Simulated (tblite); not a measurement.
Geometry relaxation of C6H15FGa (charge −1) (part 4 of 4)

C6H15FGa, charge −1, SMILES C[CH2][Ga-]([F])([CH2]C)[CH2]C; GFN2-xTB geometry optimisation, gas phase (tblite 0.8.0). 

Geometry of the input (Å):
```
C  -1.1608  2.5939  0.4462
C  -0.9408  1.6905  -0.7705
Ga 0.1666  0.0678  -0.2915
C  -0.6143  -1.7402  -0.4218
C  -2.0960  -1.8477  -0.7430
C  2.0086  0.3116  0.3209
C  2.8468  -0.9582  0.4308
H  -1.7334  3.5137  0.1790
H  -0.2252  2.9369  0.9068
H  -1.7632  2.0962  1.2519
H  -1.8943  1.3709  -1.2073
H  -0.3906  2.2299  -1.5304
H  -0.0124  -2.3129  -1.1172
H  -0.3984  -2.2543  0.5554
H  -2.4621  -2.8684  -0.7993
H  -2.7292  -1.3160  0.0025
H  -2.3071  -1.3809  -1.7309
H  1.9545  0.8080  1.3086
H  2.5116  1.0550  -0.3216
H  2.3841  -1.6970  1.1221
H  3.8544  -0.7659  0.8368
H  2.9629  -1.4572  -0.5350
F  0.8428  0.0315  -2.0232
```

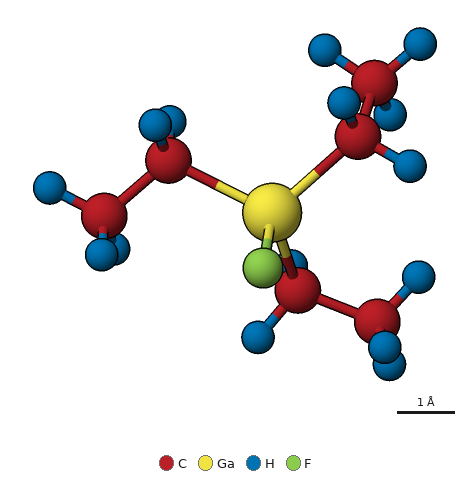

Figure 1. The geometry at step 161 of the log (ball-and-stick view, seen at a tilt).

Trajectory as extended XYZ, continued:
```
23
Properties=species:S:1:pos:R:3:forces:R:3 step=146 energy=-726.05215
C    -1.2985    2.2735    0.5329   -0.0020   0.0060  -0.0010
C    -0.8281    1.7839   -0.8378    0.0000   0.0100   0.0080
Ga    0.3182    0.0448   -0.7426   -0.0010  -0.0090   0.0040
C    -0.7571   -1.6317   -0.1148    0.0040   0.0120  -0.0070
C    -2.1322   -1.7163   -0.7782    0.0000  -0.0060   0.0080
C     2.1092    0.3390    0.2906    0.0050  -0.0060  -0.0040
C     3.0214   -0.8880    0.2995    0.0050  -0.0020   0.0000
H    -1.9094    3.1826    0.4636    0.0010   0.0010  -0.0020
H    -0.4403    2.4912    1.1696   -0.0060   0.0010   0.0090
H    -1.8924    1.5059    1.0306   -0.0010  -0.0050  -0.0020
H    -1.7096    1.6354   -1.4780   -0.0080  -0.0030  -0.0040
H    -0.2574    2.5936   -1.3157    0.0020   0.0000  -0.0080
H    -0.2008   -2.5499   -0.3518    0.0050   0.0010  -0.0070
H    -0.8909   -1.6462    0.9764   -0.0060   0.0040   0.0110
H    -2.6801   -2.6236   -0.4937   -0.0030  -0.0120   0.0000
H    -2.7414   -0.8542   -0.5033   -0.0040   0.0090   0.0030
H    -2.0210   -1.7087   -1.8627   -0.0010  -0.0070  -0.0050
H     1.9222    0.6401    1.3318    0.0020   0.0050  -0.0030
H     2.6603    1.1772   -0.1611    0.0020   0.0050   0.0030
H     2.5316   -1.7212    0.8052   -0.0060  -0.0050  -0.0010
H     3.9749   -0.6941    0.8072    0.0070  -0.0060   0.0020
H     3.2349   -1.2004   -0.7228    0.0000   0.0010   0.0020
F     0.7912   -0.3256   -2.4756    0.0050   0.0060  -0.0060
23
Properties=species:S:1:pos:R:3:forces:R:3 step=151 energy=-726.05243
C    -1.2990    2.2818    0.5311   -0.0020  -0.0040   0.0030
C    -0.8292    1.7886   -0.8383    0.0010  -0.0080  -0.0060
Ga    0.3193    0.0501   -0.7431    0.0000   0.0140  -0.0100
C    -0.7482   -1.6327   -0.1210   -0.0060  -0.0080   0.0100
C    -2.1285   -1.7241   -0.7730   -0.0020   0.0040  -0.0060
C     2.1094    0.3407    0.2934   -0.0020   0.0040   0.0020
C     3.0112   -0.8940    0.3015   -0.0030   0.0000  -0.0010
H    -1.9103    3.1901    0.4582    0.0010   0.0050   0.0080
H    -0.4410    2.5004    1.1677   -0.0030   0.0130   0.0010
H    -1.8915    1.5153    1.0323   -0.0090  -0.0030  -0.0120
H    -1.7105    1.6361   -1.4788   -0.0010   0.0030   0.0110
H    -0.2593    2.5967   -1.3202    0.0000  -0.0010  -0.0010
H    -0.1879   -2.5466   -0.3666   -0.0020   0.0090   0.0010
H    -0.8735   -1.6520    0.9718   -0.0010  -0.0010  -0.0070
H    -2.6690   -2.6362   -0.4875    0.0060   0.0100   0.0040
H    -2.7400   -0.8650   -0.4918    0.0010  -0.0120   0.0030
H    -2.0262   -1.7135   -1.8587   -0.0010  -0.0050   0.0030
H     1.9211    0.6425    1.3342    0.0050  -0.0040   0.0020
H     2.6655    1.1775   -0.1549    0.0060  -0.0090  -0.0050
H     2.5123   -1.7219    0.8081    0.0110   0.0010  -0.0030
H     3.9691   -0.7109    0.8056   -0.0100  -0.0040   0.0040
H     3.2174   -1.2083   -0.7217    0.0050  -0.0040   0.0010
F     0.7935   -0.3075   -2.4792    0.0060   0.0010  -0.0010
23
Properties=species:S:1:pos:R:3:forces:R:3 step=156 energy=-726.05267
C    -1.3052    2.2894    0.5294   -0.0040   0.0080   0.0000
C    -0.8287    1.7931   -0.8368   -0.0020   0.0070   0.0080
Ga    0.3190    0.0559   -0.7418    0.0030  -0.0060   0.0080
C    -0.7432   -1.6329   -0.1214    0.0040   0.0090  -0.0070
C    -2.1244   -1.7298   -0.7704    0.0000  -0.0030   0.0030
C     2.1107    0.3396    0.2951    0.0030  -0.0050  -0.0030
C     3.0060   -0.9000    0.3001    0.0010  -0.0060  -0.0010
H    -1.9141    3.1992    0.4533   -0.0060  -0.0010  -0.0070
H    -0.4514    2.5105    1.1712   -0.0040  -0.0130   0.0010
H    -1.9033    1.5239    1.0257    0.0050   0.0060   0.0020
H    -1.7076    1.6409   -1.4803   -0.0010   0.0040   0.0030
H    -0.2541    2.5984   -1.3176   -0.0070   0.0070  -0.0020
H    -0.1785   -2.5424   -0.3726    0.0010   0.0000   0.0040
H    -0.8660   -1.6572    0.9714    0.0030   0.0020  -0.0040
H    -2.6597   -2.6434   -0.4817   -0.0020  -0.0060   0.0020
H    -2.7391   -0.8742   -0.4868   -0.0020   0.0020  -0.0040
H    -2.0253   -1.7205   -1.8562   -0.0020   0.0010   0.0030
H     1.9263    0.6416    1.3366    0.0040  -0.0030  -0.0020
H     2.6710    1.1730   -0.1543    0.0050  -0.0040  -0.0030
H     2.5064   -1.7251    0.8098   -0.0050  -0.0050   0.0010
H     3.9673   -0.7234    0.7997   -0.0040   0.0080   0.0040
H     3.2056   -1.2172   -0.7235    0.0060   0.0010  -0.0040
F     0.7928   -0.2921   -2.4797    0.0060  -0.0030  -0.0020
23
Properties=species:S:1:pos:R:3:forces:R:3 step=161 energy=-726.05295
C    -1.3161    2.2894    0.5288    0.0010  -0.0080   0.0000
C    -0.8242    1.8005   -0.8344   -0.0020   0.0040  -0.0080
Ga    0.3220    0.0612   -0.7410   -0.0080   0.0030  -0.0100
C    -0.7415   -1.6253   -0.1170   -0.0050  -0.0080   0.0070
C    -2.1213   -1.7335   -0.7680   -0.0010   0.0020   0.0010
C     2.1158    0.3372    0.2928    0.0010  -0.0020  -0.0010
C     3.0046   -0.9068    0.2932    0.0020   0.0020   0.0030
H    -1.9247    3.1990    0.4490   -0.0010   0.0020   0.0050
H    -0.4710    2.5044    1.1838    0.0000   0.0030  -0.0040
H    -1.9195    1.5199    1.0119   -0.0070   0.0070   0.0060
H    -1.6982    1.6524   -1.4857    0.0050  -0.0040  -0.0060
H    -0.2457    2.6080   -1.3074   -0.0090   0.0050   0.0090
H    -0.1731   -2.5362   -0.3565   -0.0070   0.0100  -0.0050
H    -0.8685   -1.6419    0.9757    0.0060   0.0120  -0.0040
H    -2.6549   -2.6446   -0.4671    0.0040   0.0020  -0.0100
H    -2.7399   -0.8759   -0.4977    0.0120  -0.0050   0.0000
H    -2.0201   -1.7376   -1.8538   -0.0020  -0.0060   0.0090
H     1.9351    0.6363    1.3358    0.0010   0.0040  -0.0040
H     2.6812    1.1679   -0.1550   -0.0040   0.0000  -0.0010
H     2.5010   -1.7309    0.8009    0.0040  -0.0040  -0.0090
H     3.9654   -0.7330    0.7946    0.0040  -0.0090  -0.0010
H     3.2032   -1.2195   -0.7321    0.0060  -0.0070   0.0110
F     0.7951   -0.2841   -2.4814    0.0000  -0.0030   0.0120
23
Properties=species:S:1:pos:R:3:forces:R:3 step=166 energy=-726.05333
C    -1.3413    2.2799    0.5268   -0.0070   0.0060   0.0000
C    -0.8151    1.8132   -0.8315   -0.0030  -0.0050   0.0090
Ga    0.3236    0.0687   -0.7373    0.0120   0.0030   0.0060
C    -0.7463   -1.6077   -0.0987    0.0020   0.0130  -0.0090
C    -2.1160   -1.7349   -0.7664   -0.0010  -0.0010  -0.0010
C     2.1264    0.3300    0.2875    0.0000  -0.0010  -0.0010
C     3.0124   -0.9159    0.2772    0.0020  -0.0080  -0.0030
H    -1.9428    3.1942    0.4461   -0.0010   0.0070   0.0050
H    -0.5141    2.4792    1.2090    0.0010  -0.0020  -0.0080
H    -1.9633    1.5070    0.9798    0.0000  -0.0030   0.0040
H    -1.6722    1.6754   -1.5068    0.0010  -0.0020  -0.0060
H    -0.2257    2.6287   -1.2760   -0.0020   0.0040   0.0040
H    -0.1727   -2.5216   -0.3105    0.0030  -0.0020   0.0040
H    -0.8875   -1.5974    0.9920    0.0000  -0.0040   0.0010
H    -2.6515   -2.6395   -0.4504   -0.0070   0.0010   0.0000
H    -2.7387   -0.8714   -0.5277   -0.0010  -0.0020   0.0050
H    -2.0005   -1.7677   -1.8501    0.0070   0.0000   0.0010
H     1.9526    0.6238    1.3330   -0.0010   0.0050   0.0040
H     2.6933    1.1611   -0.1574   -0.0080   0.0050  -0.0080
H     2.5106   -1.7425    0.7821    0.0000  -0.0020   0.0080
H     3.9768   -0.7463    0.7728    0.0020  -0.0080   0.0120
H     3.2061   -1.2259   -0.7495    0.0020   0.0010  -0.0120
F     0.7907   -0.2831   -2.4748    0.0020  -0.0070  -0.0120
23
Properties=species:S:1:pos:R:3:forces:R:3 step=171 energy=-726.05350
C    -1.3444    2.2805    0.5277   -0.0010   0.0000   0.0010
C    -0.8156    1.8151   -0.8301   -0.0030   0.0070   0.0030
Ga    0.3252    0.0712   -0.7398   -0.0010  -0.0040  -0.0030
C    -0.7448   -1.6048   -0.1005    0.0010  -0.0030   0.0010
C    -2.1157   -1.7360   -0.7652    0.0010   0.0010  -0.0010
C     2.1278    0.3279    0.2849    0.0010   0.0010   0.0010
C     3.0130   -0.9192    0.2776    0.0000   0.0030   0.0000
H    -1.9484    3.1933    0.4476    0.0000  -0.0020   0.0000
H    -0.5169    2.4828    1.2089   -0.0010  -0.0020  -0.0020
H    -1.9631    1.5053    0.9815   -0.0010   0.0020   0.0010
H    -1.6707    1.6760   -1.5079   -0.0010  -0.0020   0.0000
H    -0.2279    2.6332   -1.2725    0.0010  -0.0020   0.0010
H    -0.1705   -2.5187   -0.3106    0.0010   0.0010   0.0010
H    -0.8840   -1.5932    0.9907   -0.0010   0.0010  -0.0010
H    -2.6529   -2.6369   -0.4413    0.0010   0.0020   0.0000
H    -2.7369   -0.8696   -0.5326    0.0000  -0.0020   0.0000
H    -2.0005   -1.7783   -1.8485    0.0010   0.0040   0.0010
H     1.9525    0.6239    1.3296    0.0010   0.0010   0.0000
H     2.6943    1.1587   -0.1614    0.0010  -0.0020  -0.0010
H     2.5060   -1.7473    0.7754    0.0000   0.0040  -0.0020
H     3.9725   -0.7524    0.7841   -0.0010  -0.0060   0.0000
H     3.2159   -1.2246   -0.7490    0.0000   0.0010   0.0040
F     0.7897   -0.2796   -2.4795    0.0000  -0.0030  -0.0030
```

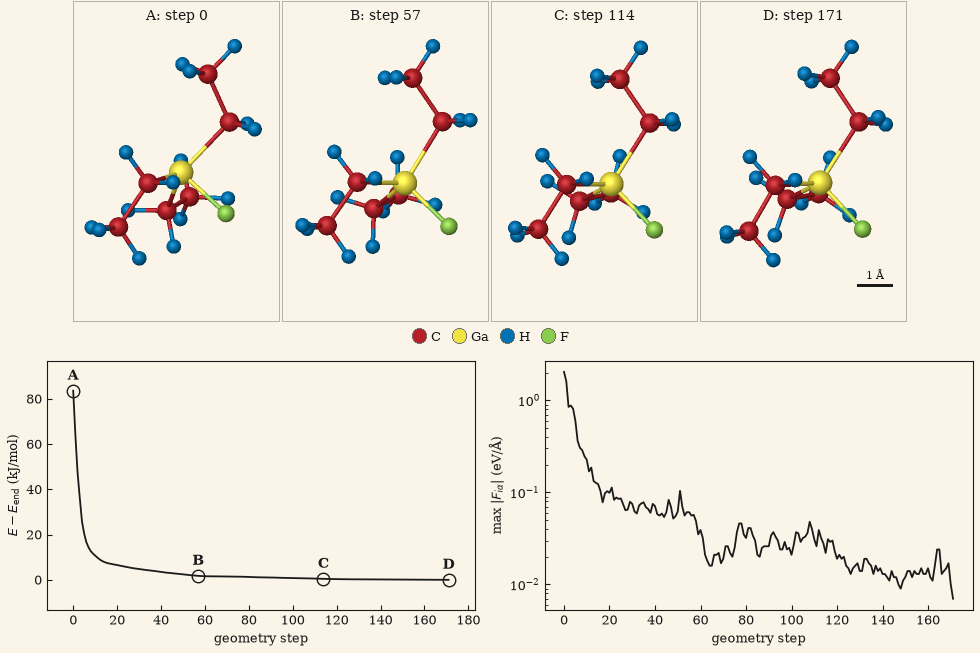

Figure 2. Frames of the relaxation (ball-and-stick view, seen at a tilt) above the curves, on which the letters mark them (steps are counted from 0).

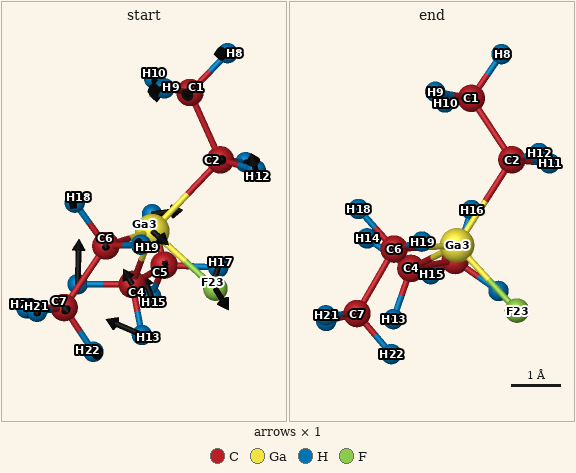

Figure 3. Before (left) and after (right) the relaxation, at one scale (ball-and-stick view, seen at a tilt). The black arrows give the displacements, at true length. The atom that moves furthest after the best rigid fit is H14 (0.94 Å). By element the largest moves are H 0.94 Å, F 0.56 Å, Ga 0.48 Å, C 0.38 Å. Among the contacts that change: Ga3–C6 1.956 → 2.089 Å, Ga3–C4 1.974 → 2.089 Å, C2–Ga3 2.022 → 2.086 Å, C1–H10 1.122 → 1.091 Å. Among the angles that change: C6–Ga3–F23 87.2° → 105.7°, C2–Ga3–F23 89.7° → 104.9°, C4–Ga3–F23 93.7° → 105.5°. After 171 geometry steps the energy has fallen by 83.6 kJ/mol. Largest force component: 2 eV/Å at the start, 0.007 eV/Å at the end. (Atoms are counted from 1 in the order of the input.)

Results in brief:

```tsv
quantity	value
outcome	converged
total energy	−726.0535 eV
wall time	2.9 s
peak memory	0.29 GiB
```
